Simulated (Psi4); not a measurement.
**GaPH2O (SMILES [O]1[PH][GaH]1) at TPSS/def2-SVPD**

What is the vertical ionisation energy of GaPH2O at TPSS/def2-SVPD? 

Program for the calculation: Psi4 1.11.

2 further runs of the same task are left out: 2 set aside as unsound or not needed.

## (1) The structure to begin with

GaPH2O has 5 atoms, charge 0, and is taken as a singlet. As SMILES, `[O]1[PH][GaH]1`. Geometry: a GFN2-xTB relaxation, a rough one for these elements and not checked as a minimum.

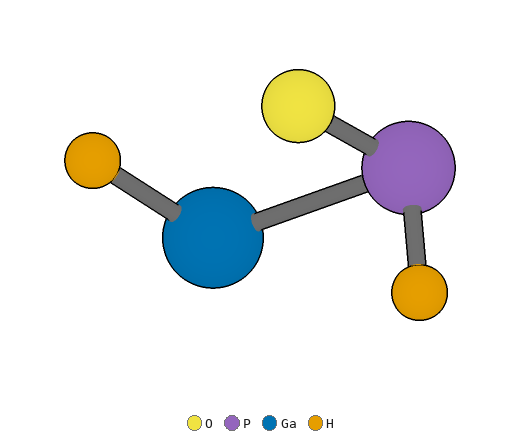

The structure, seen from a chosen angle (oxygen yellow, phosphorus purple, gallium blue, hydrogen amber).

## (2) Energy and forces at TPSS/def2-SVPD

The input, gah2op.json:

```json
{
  "schema_name": "qcschema_input",
  "schema_version": 1,
  "molecule": {
    "schema_name": "qcschema_molecule",
    "schema_version": 2,
    "symbols": ["O", "P", "Ga", "H", "H"],
    "geometry": [0.18715848, 0.10034446, 2.1479572, -0.3773972, -2.32430644, 0.77919077, 1.19761393, 0.75460544, -2.16434113, -2.9407729, -1.92109558, -0.24209281, 1.9333788, 3.39047102, -0.52071403],
    "molecular_charge": 0,
    "molecular_multiplicity": 1,
    "fix_symmetry": "c1"
  },
  "driver": "gradient",
  "model": {
    "method": "tpss",
    "basis": "def2-SVPD"
  },
  "keywords": {
    "puream": true,
    "e_convergence": 1e-09,
    "d_convergence": 1e-08,
    "scf_type": "pk",
    "dft_radial_points": 99,
    "dft_spherical_points": 590,
    "scf_properties": ["MULLIKEN_CHARGES", "WIBERG_LOWDIN_INDICES", "LOWDIN_CHARGES"]
  }
}
```

On the command line:

```sh
$ psi4 --qcschema gah2op.json -n 1 --memory 1600MB
```

stdout, shortened:

```text
[...]
  Running in c1 symmetry.
[...]
  Nuclear repulsion =  227.045139889391294
[...]
  Multiplicity = 1
[...]
  Nalpha       = 28
  Nbeta        = 28
[...]
    Number of basis functions: 101
[...]
   @RKS iter   1: -2340.13721621389232   -1.26610e+00   2.64706e-02 ADIIS/DIIS
[...]
   @RKS iter  16: -2342.21732619751356   -2.59206e-11   5.43241e-09 DIIS
[...]
    Orbital Energies [Eh]
    ---------------------
    Doubly Occupied:
       1A   -371.562774     2A    -76.638944     3A    -45.470682
       4A    -40.252139     5A    -40.251317     6A    -40.248732
       7A    -18.895381     8A     -6.419192     9A     -5.347017
      10A     -4.603835    11A     -4.602506    12A     -4.597818
      13A     -3.652562    14A     -3.650079    15A     -3.641285
      16A     -0.927123    17A     -0.757084    18A     -0.756832
      19A     -0.749659    20A     -0.749305    21A     -0.747645
      22A     -0.528581    23A     -0.419437    24A     -0.376186
      25A     -0.327828    26A     -0.307500    27A     -0.233407
      28A     -0.217313
[...]
  @RKS Final Energy: -2342.21732619751356
   => Energetics <=
    Nuclear Repulsion Energy =            227.0451398893912938
    One-Electron Energy =               -3711.6446916774916644
    Two-Electron Energy =                1249.9531929290437802
    DFT Exchange-Correlation Energy =    -107.5709673384574074
    Empirical Dispersion Energy =           0.0000000000000000
    VV10 Nonlocal Energy =                  0.0000000000000000
    Total Energy =                      -2342.2173261975135574
[...]
 Multipole Moments:
 ------------------------------------------------------------------------------------
     Multipole            Electronic (a.u.)      Nuclear  (a.u.)        Total (a.u.)
 ------------------------------------------------------------------------------------
 L = 1.  Multiply by 2.5417464519 to convert [e a0] to [Debye]
 Dipole X            :          2.6869934           -2.6372866            0.0497068
 Dipole Y            :          1.0474193           -1.1755909           -0.1281716
 Dipole Z            :         -5.4088697            4.4503254           -0.9585443
 Magnitude           :                                                    0.9683522
[...]
  Mulliken Charges: (a.u.)
   Center  Symbol    Alpha    Beta     Spin     Total
       1     O     4.33462  4.33462  0.00000 -0.66924
       2     P     7.41293  7.41293  0.00000  0.17415
       3    GA    15.32622 15.32622  0.00000  0.34756
       4     H     0.41510  0.41510  0.00000  0.16979
       5     H     0.51113  0.51113  0.00000 -0.02226
   Total alpha = 28.00000, Total beta = 28.00000, Total charge =  0.00000
  Lowdin Charges: (a.u.)
   Center  Symbol    Alpha    Beta     Spin     Total
       1     O     4.43574  4.43574  0.00000 -0.87148
[...]
  -Total Gradient:
     Atom            X                  Y                   Z
    ------   -----------------  -----------------  -----------------
       1       -0.016512614433    -0.063648857950    -0.039380587379
       2        0.017322845750     0.064956521385     0.038193079389
       3       -0.003629650767    -0.015570011449    -0.013671558033
       4        0.000903069474     0.002535045230     0.001209859775
       5        0.001921995993     0.011720925912     0.013643515723
[...]
```

The result, in JSON:

```text
{
 "driver": "gradient",
 "model": {
  "method": "tpss",
  "basis": "def2-SVPD"
 },
 "success": true,
 "return_result": [-0.016512614433109044, -0.06364885795020203, -0.03938058737853023, 0.017322845750109298, 0.06495652138505509, 0.03819307938907414, -0.0036296507665944285, -0.015570011449311028, -0.013671558033368725, 0.0009030694735387979, 0.0025350452298081513, 0.0012098597754481577, 0.0019219959934823928, 0.011720925912127783, 0.013643515722687391],
 "properties": {
  "calcinfo_nbasis": 101,
  "calcinfo_nmo": 101,
  "calcinfo_nalpha": 28,
  "calcinfo_nbeta": 28,
  "calcinfo_natom": 5,
  "nuclear_repulsion_energy": 227.0451398893913,
  "return_energy": -2342.2173261975136,
  "return_gradient": [-0.016512614433109044, -0.06364885795020203, -0.03938058737853023, 0.017322845750109298, 0.06495652138505509, 0.03819307938907414, -0.0036296507665944285, -0.015570011449311028, -0.013671558033368725, 0.0009030694735387979, 0.0025350452298081513, 0.0012098597754481577, 0.0019219959934823928, 0.011720925912127783, 0.013643515722687391],
  "scf_one_electron_energy": -3711.6446916774917,
  "scf_two_electron_energy": 1249.9531929290438,
  "scf_xc_energy": -107.57096733845741,
  "scf_dipole_moment": [0.04970682435349305, -0.12817162821985795, -0.9585443259544535],
  "scf_total_energy": -2342.2173261975136,
  "scf_total_gradient": [-0.016512614433109044, -0.06364885795020203, -0.03938058737853023, 0.017322845750109298, 0.06495652138505509, 0.03819307938907414, -0.0036296507665944285, -0.015570011449311028, -0.013671558033368725, 0.0009030694735387979, 0.0025350452298081513, 0.0012098597754481577, 0.0019219959934823928, 0.011720925912127783, 0.013643515722687391],
  "scf_iterations": 16
 }
}
```

It took 33 s on 1 thread of Intel Xeon 6975P-C (Granite Rapids), shared host; peak memory 0.77 GiB.

## (3) The doublet cation: a single-point energy at UTPSS/def2-SVPD

The input, gah2op.json:

```json
{
  "schema_name": "qcschema_input",
  "schema_version": 1,
  "molecule": {
    "schema_name": "qcschema_molecule",
    "schema_version": 2,
    "symbols": ["O", "P", "Ga", "H", "H"],
    "geometry": [0.18715848, 0.10034446, 2.1479572, -0.3773972, -2.32430644, 0.77919077, 1.19761393, 0.75460544, -2.16434113, -2.9407729, -1.92109558, -0.24209281, 1.9333788, 3.39047102, -0.52071403],
    "molecular_charge": 1,
    "molecular_multiplicity": 2,
    "fix_symmetry": "c1"
  },
  "driver": "energy",
  "model": {
    "method": "tpss",
    "basis": "def2-SVPD"
  },
  "keywords": {
    "reference": "uks",
    "puream": true,
    "e_convergence": 1e-09,
    "d_convergence": 1e-08,
    "scf_type": "pk",
    "dft_radial_points": 99,
    "dft_spherical_points": 590,
    "maxiter": 200
  }
}
```

On the command line:

```sh
$ psi4 --qcschema gah2op.json -n 1 --memory 1600MB
```

stdout, shortened:

```text
[...]
  Running in c1 symmetry.
[...]
  Nuclear repulsion =  227.045139889391294
[...]
  Multiplicity = 2
[...]
  Nalpha       = 28
  Nbeta        = 27
[...]
    Number of basis functions: 101
[...]
   @UKS iter   1: -2339.83602190931970   -9.64907e-01   2.62410e-02 DIIS/ADIIS
[...]
   @UKS iter  21: -2341.89475440247725    1.36424e-12   7.57728e-09 DIIS
[...]
   @S^2 Observed:                7.674679959E-01
[...]
    Orbital Energies [Eh]
    ---------------------
    Alpha Occupied:
       1A   -371.804441     2A    -76.894377     3A    -45.710935
       4A    -40.492499     5A    -40.491774     6A    -40.489159
       7A    -19.155612     8A     -6.673544     9A     -5.588340
      10A     -4.858458    11A     -4.856413    12A     -4.853588
      13A     -3.893595    14A     -3.891613    15A     -3.882825
      16A     -1.180271    17A     -0.997720    18A     -0.997659
      19A     -0.991613    20A     -0.990687    21A     -0.988876
      22A     -0.774308    23A     -0.657721    24A     -0.620516
      25A     -0.576696    26A     -0.538058    27A     -0.477673
      28A     -0.465112
    Alpha Virtual:
[...]
  @UKS Final Energy: -2341.89475440247725
   => Energetics <=
    Nuclear Repulsion Energy =            227.0451398893912938
    One-Electron Energy =               -3698.0644504755205162
    Two-Electron Energy =                1236.4102885488705397
    DFT Exchange-Correlation Energy =    -107.2857323652186068
    Empirical Dispersion Energy =           0.0000000000000000
    VV10 Nonlocal Energy =                  0.0000000000000000
    Total Energy =                      -2341.8947544024772469
[...]
 Multipole Moments:
 ------------------------------------------------------------------------------------
     Multipole            Electronic (a.u.)      Nuclear  (a.u.)        Total (a.u.)
 ------------------------------------------------------------------------------------
 L = 1.  Multiply by 2.5417464519 to convert [e a0] to [Debye]
 Dipole X            :          2.3167928           -2.6372866           -0.3204938
 Dipole Y            :          0.6410898           -1.1755909           -0.5345011
 Dipole Z            :         -5.1752155            4.4503254           -0.7248901
 Magnitude           :                                                    0.9559672
[...]
```

The result, in JSON:

```text
{
 "driver": "energy",
 "model": {
  "method": "tpss",
  "basis": "def2-SVPD"
 },
 "success": true,
 "return_result": -2341.8947544024772,
 "properties": {
  "calcinfo_nbasis": 101,
  "calcinfo_nmo": 101,
  "calcinfo_nalpha": 28,
  "calcinfo_nbeta": 27,
  "calcinfo_natom": 5,
  "nuclear_repulsion_energy": 227.0451398893913,
  "return_energy": -2341.8947544024772,
  "scf_one_electron_energy": -3698.0644504755205,
  "scf_two_electron_energy": 1236.4102885488705,
  "scf_xc_energy": -107.2857323652186,
  "scf_dipole_moment": [-0.3204938165764424, -0.5345010659712834, -0.7248901249256496],
  "scf_total_energy": -2341.8947544024772,
  "scf_iterations": 21
 }
}
```

Wall time 53 s (1 thread of Intel Xeon 6975P-C (Granite Rapids), shared host); peak memory 0.78 GiB.

## (4) Outcome

At TPSS/def2-SVPD:

```
                                          quantity           value
                      singlet GaPH2O: total energy  -2342.21733 Eh
                     singlet GaPH2O: dipole moment          2.46 D
                       singlet GaPH2O: HOMO energy        -5.91 eV
                       singlet GaPH2O: LUMO energy        -3.45 eV
                     singlet GaPH2O: HOMO–LUMO gap         2.46 eV
          singlet GaPH2O: largest force on an atom      3.976 eV/Å
                      doublet cation: total energy  -2341.89475 Eh
doublet cation: HOMO energy (highest over α and β)       -12.39 eV
 doublet cation: LUMO energy (lowest over α and β)       -11.64 eV
                              doublet cation: ⟨S²⟩           0.767
vertical ionisation energy (to the doublet cation)        8.778 eV
```

The vertical ionisation energy comes to 8.78 eV (202 kcal/mol). The largest force (singlet GaPH2O) is 3.98 eV/Å: the shape isn't a stationary point for this species at this level. −ε(HOMO) before ionisation, 5.91 eV, is 2.86 eV below this ionisation energy. Mulliken charges (singlet GaPH2O) run from -0.67 on O1 to +0.35 on Ga3; in a basis this large or diffuse they mean little.
